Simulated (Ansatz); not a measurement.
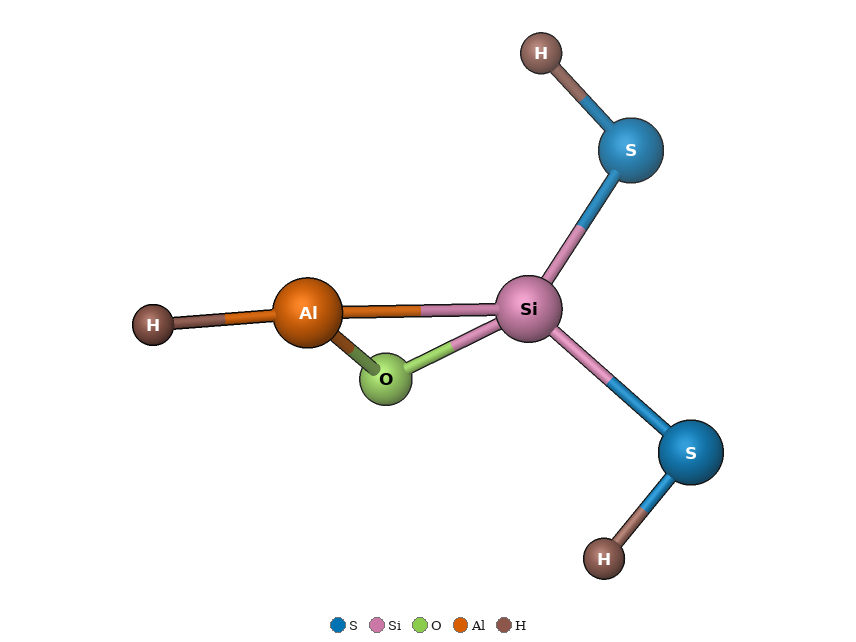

Computed geometry: PBE-D4/def2-SVP optimisation. No frequency run is at hand to confirm it as a minimum. Properties computed with RKS PBE-D4/def2-SVP (Ansatz 0.2.0).

Computed properties:

The species is AlH3OS2Si (`S[Si]1(S)[O][AlH]1`).
- dipole moment: 2.86 D
- dispersion correction: −26.4 kJ/mol
